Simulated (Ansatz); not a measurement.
# Frequency calculation of SnH₅Cl

- system: SnH₅Cl
- method: RKS PBE/def2-SVP (Ansatz 0.2.0)

It belongs to a series of runs on one base structure; here: vibrations at the highest image of the band. Figures and captions count atoms from 1; the log counts them from 0 in places.

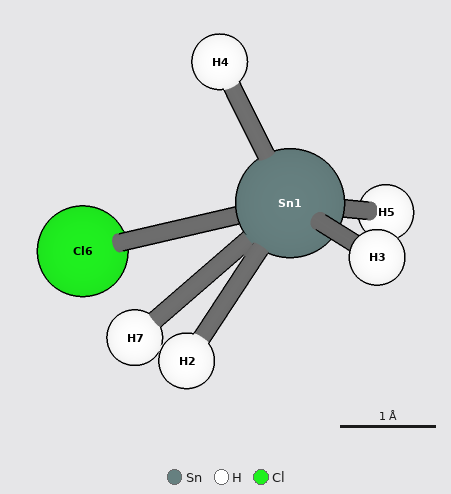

Fig. 1: The structure (ball-and-stick view, seen at a tilt; atoms are numbered from 1 in the order of the input). Sticks mark near contacts.

## Input file
```yaml
crystal:
  periodic: [false, false, false]
  atoms:
    - { symbol: Sn, position_ang: [-0.194504, 0.0, -0.132265] }
    - { symbol: H, position_ang: [-0.036836, 0.0, 1.886669] }
    - { symbol: H, position_ang: [1.550307, 0.0, -0.020962] }
    - { symbol: H, position_ang: [-0.683418, 1.490822, -0.83171] }
    - { symbol: H, position_ang: [-0.683418, -1.490822, -0.83171] }
    - { symbol: Cl, position_ang: [-2.572169, 0.0, 1.319242] }
    - { symbol: H, position_ang: [-0.985664, 0.0, 1.908638] }
basis:
  gaussian: { orbitals: def2-SVP }
hamiltonian:
  xc: pbe
phonons: {}
```

Hardware: 1 thread of Arm Neoverse V2, 24 GiB of memory available, shared host.

Launched with:
```bash
ansatz run input.yaml --threads 1 --pin off --max-ram 2048MiB --backend cpu --events-out ev --progress --plain --runs-dir out
```

## What the program printed
```
Engine: ansatz 0.2.0, aarch64-unknown-linux-gnu
Functional definition: PBE
  parameter kappa = 0.804
  parameter beta = 0.06672455060314922
  exchange = pbe_x(kappa = kappa, mu = beta*pi^2/3)
  correlation = pbe_c(beta = beta)
776 factors; their error is unknown
mean field evaluation 1: about -18422.7725 eV, gradient 1.8e1 eV
mean field evaluation 2: about -18421.7330 eV, gradient 2.6e1 eV
mean field evaluation 4: about -18423.7905 eV, gradient 1.6e0 eV
mean field evaluation 8: about -18423.7782 eV, gradient 1.7e-2 eV
mean field -18423.77817220 eV, -677.0613597429 hartree, gradient 6.7e-5 eV, S^2 0.000000; 0 other end points of the search recorded, 0 dependent functions left out
the calculation of the forces begins
reference -18423.77820870 eV, -677.0613610842 hartree; 22, 22 occupied and 47, 47 virtual orbitals, 776 factors
these checks for a lower state are left out or cut short: stability, starts, cluster_reference, orbital_swaps, neighbouring_geometries, increment
776 factors; their error is unknown
mean field evaluation 16: about -18423.7978 eV, gradient 1.9e-1 eV
mean field -18423.77812339 eV, -677.0613579493 hartree, gradient 1.8e-6 eV, S^2 0.000000; 0 other end points of the search recorded, 0 dependent functions left out
[... from here on the field's lines of each further geometry are left out, up to the last ...]
the calculation of the forces begins
reference -18423.77819826 eV, -677.0613607007 hartree; 22, 22 occupied and 47, 47 virtual orbitals, 776 factors
these checks for a lower state are left out or cut short: stability, starts, cluster_reference, orbital_swaps, neighbouring_geometries, increment
776 factors; their error is unknown
mean field -18423.77816180 eV, -677.0613593609 hartree, gradient 2.0e-6 eV, S^2 0.000000; 0 other end points of the search recorded, 0 dependent functions left out
the calculation of the forces begins
reference -18423.77819830 eV, -677.0613607022 hartree; 22, 22 occupied and 47, 47 virtual orbitals, 776 factors
WARN: phonons: modes at or below zero, which the zero-point energy, F, S and C_V leave out: 2, the lowest at -937.35 cm⁻¹. A minimum has none, and a first-order saddle one
Total energy: -18423.77820870 eV, -677.0613610842 hartree
Atom 0 at    -0.194504     0.000000    -0.132265 Å, force    -0.000315    -0.000000    -0.000144 eV/Å
Atom 1 at    -0.036836     0.000000     1.886669 Å, force     0.000095     0.000000     0.000050 eV/Å
Atom 2 at     1.550307     0.000000    -0.020962 Å, force     0.000160    -0.000000     0.000008 eV/Å
Atom 3 at    -0.683418     1.490822    -0.831710 Å, force     0.000059    -0.000014     0.000058 eV/Å
Atom 4 at    -0.683418    -1.490822    -0.831710 Å, force     0.000059     0.000014     0.000058 eV/Å
Atom 5 at    -2.572169     0.000000     1.319242 Å, force    -0.000014    -0.000000    -0.000018 eV/Å
Atom 6 at    -0.985664     0.000000     1.908638 Å, force    -0.000044     0.000000    -0.000011 eV/Å
Dipole moment:     0.534792    -0.000000    -0.302990 e Å
Vibrations: -937.35 -88.82 252.59 461.31 540.40 635.56 696.96 713.27 903.36 980.90 1318.13 1791.37 1869.73 1908.02 2045.58 cm⁻¹, zero-point energy 0.875153 eV
```

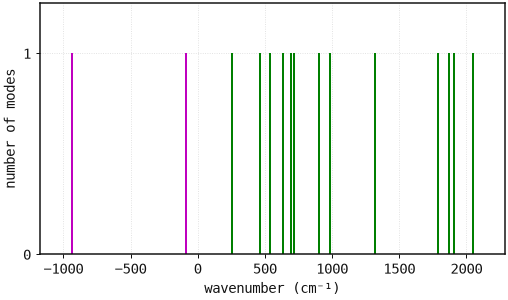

Fig. 2: Harmonic vibrational wavenumbers from the force constants; neighbouring modes closer than 14 cm⁻¹ are counted in one stick, and imaginary ones are drawn at negative wavenumbers. 15 modes from 937i to 2046 cm⁻¹, 2 imaginary beyond 8i (937i, 89i cm⁻¹): not a minimum.

## Summary

- outcome: converged
- total energy: −18423.7782 eV
- mean-field energy: −18423.7782 eV
- largest force (length of the vector): under 0.001 eV/Å
- wall time: 26 s
- peak memory: 0.1 GiB
